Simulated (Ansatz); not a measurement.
Frequency calculation of CH7NSi

- system: CH7NSi
- method: RKS PBE0-D4/def2-TZVP (Ansatz 0.2.0)

The geometry comes from this level: PBE0-D4/def2-TZVP. Figures and captions count atoms from 1; the log counts them from 0 in places.

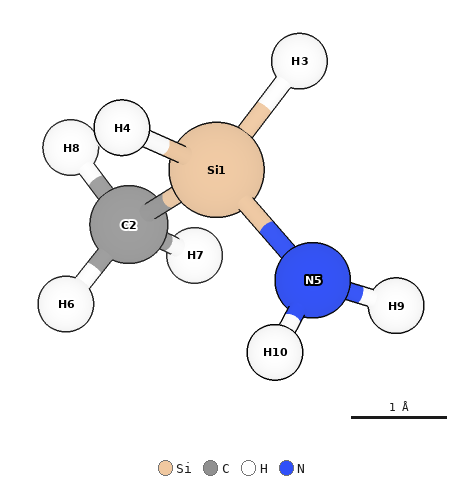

The structure (ball-and-stick view, seen at a tilt; atoms are numbered from 1 in the order of the input). Bond lengths as drawn: C–H 1.09 Å, C–Si 1.87 Å, H–N 1.01 Å, H–Si 1.49 Å and N–Si 1.72 Å.

### Input
```yaml
crystal:
  periodic: [false, false, false]
  atoms:
    - {symbol: Si, position_ang: [-0.281663, -0.409294, -0.321075]}
    - {symbol: C, position_ang: [0.449948, 1.272373, 0.050143]}
    - {symbol: H, position_ang: [0.832208, -1.350577, -0.620416]}
    - {symbol: H, position_ang: [-1.024819, -0.873484, 0.882954]}
    - {symbol: N, position_ang: [-1.373720, -0.491775, -1.648269]}
    - {symbol: H, position_ang: [-0.332227, 1.998772, 0.285879]}
    - {symbol: H, position_ang: [1.018410, 1.652521, -0.802717]}
    - {symbol: H, position_ang: [1.126570, 1.215703, 0.907963]}
    - {symbol: H, position_ang: [-1.034959, -0.447030, -2.595119]}
    - {symbol: H, position_ang: [-2.300470, -0.105426, -1.576343]}
basis:
  gaussian: {orbitals: def2-TZVP}
hamiltonian: {xc: pbe0, dispersion: d4}
phonons: {temperatures: {t_min: 298.15, t_max: 900, t_step: 200}}
```

Hardware: 4 threads of Arm Neoverse V1, 23 GiB of memory available, shared host.

Command:
```bash
ansatz run in.yaml --threads 4 --pin off --events-out ev --progress --plain --max-ram 9574MiB
```

### What the program printed
```
Functional definition: PBE0
  name "PBE0"
  cite "Adamo & Barone, J. Chem. Phys. 110, 6158 (1999) doi:10.1063/1.478522"
  cite "Perdew, Burke & Ernzerhof, Phys. Rev. Lett. 77, 3865 (1996) doi:10.1103/PhysRevLett.77.3865"
  parent pbe
  parameter a = 0.25
  parameter kappa = 0.804
  parameter beta = 0.06672455060314922
  exchange = (1 - a)*pbe_x(kappa = kappa, mu = beta*pi^2/3) + a*exact_x
  correlation = pbe_c(beta = beta)
911 factors; their error is unknown
mean field evaluation 1: about -10504.5151 eV, gradient 7.1e1 eV
mean field evaluation 2: about -10497.4338 eV, gradient 8.6e1 eV
mean field evaluation 4: about -10514.4610 eV, gradient 4.8e0 eV
mean field evaluation 8: about -10514.5443 eV, gradient 3.9e-2 eV
mean field -10514.54432780 eV, -386.4023770325 hartree, gradient 1.1e-5 eV, S^2 0.000000; 0 other end points of the search recorded, 0 dependent functions left out
the calculation of the forces begins
reference -10514.54435819 eV, -386.4023781494 hartree; 17, 17 occupied and 124, 124 virtual orbitals, 911 factors
these checks for a lower state are left out or cut short: stability, starts, cluster_reference, orbital_swaps, neighbouring_geometries, increment
911 factors; their error is unknown
mean field evaluation 16: about -10514.5127 eV, gradient 3.1e-1 eV
mean field -10514.54421691 eV, -386.4023729576 hartree, gradient 1.8e-6 eV, S^2 0.000000; 0 other end points of the search recorded, 0 dependent functions left out
[... from here on the field's lines of each further geometry are left out, up to the last ...]
the calculation of the forces begins
reference -10514.54433801 eV, -386.4023774076 hartree; 17, 17 occupied and 124, 124 virtual orbitals, 911 factors
these checks for a lower state are left out or cut short: stability, starts, cluster_reference, orbital_swaps, neighbouring_geometries, increment
911 factors; their error is unknown
mean field -10514.54431422 eV, -386.4023765335 hartree, gradient 7.1e-7 eV, S^2 0.000000; 0 other end points of the search recorded, 0 dependent functions left out
the calculation of the forces begins
reference -10514.54434461 eV, -386.4023776504 hartree; 17, 17 occupied and 124, 124 virtual orbitals, 911 factors
Total energy: -10514.67295986 eV, -386.4071041737 hartree
Atom 0 at    -0.281663    -0.409294    -0.321075 Å, force    -0.002196    -0.003339    -0.002118 eV/Å
Atom 1 at     0.449948     1.272373     0.050143 Å, force    -0.003207     0.002097    -0.002587 eV/Å
Atom 2 at     0.832208    -1.350577    -0.620416 Å, force     0.000999    -0.002187     0.000781 eV/Å
Atom 3 at    -1.024819    -0.873484     0.882954 Å, force     0.001611     0.001858    -0.003401 eV/Å
Atom 4 at    -1.373720    -0.491775    -1.648269 Å, force     0.000483     0.002128     0.001876 eV/Å
Atom 5 at    -0.332227     1.998772     0.285879 Å, force     0.000847     0.001887     0.001360 eV/Å
Atom 6 at     1.018410     1.652521    -0.802717 Å, force     0.000088    -0.000676     0.000732 eV/Å
Atom 7 at     1.126570     1.215703     0.907963 Å, force     0.001605    -0.000016     0.002234 eV/Å
Atom 8 at    -1.034959    -0.447030    -2.595119 Å, force    -0.000180    -0.000185     0.001191 eV/Å
Atom 9 at    -2.300470    -0.105426    -1.576343 Å, force    -0.000050    -0.001567    -0.000067 eV/Å
Dipole moment:    -0.074698     0.256919    -0.176425 e Å
Vibrations: 146.22 174.34 235.18 332.41 470.77 659.85 668.89 749.58 851.46 893.85 908.99 933.56 941.52 1272.24 1446.58 1448.62 1583.11 2208.91 2211.04 3042.31 3125.85 3130.28 3609.93 3703.53 cm⁻¹, zero-point energy 2.154163 eV
```

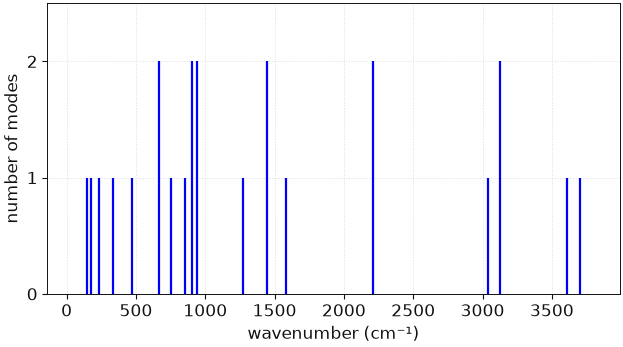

Harmonic vibrational wavenumbers from the force constants; neighbouring modes closer than 16 cm⁻¹ are counted in one stick. 24 modes from 146 to 3704 cm⁻¹, none imaginary.

### Key numbers

| quantity | value |
| --- | --- |
| outcome | converged |
| total energy | −10514.6730 eV |
| mean-field energy | −10514.5444 eV |
| dispersion energy | −0.1286 eV |
| largest force (length of the vector) | 0.005 eV/Å |
| dipole moment | 1.54 D |
| wall time | 50 s (CPU time 3.1 min) |
| peak memory | 0.47 GiB |
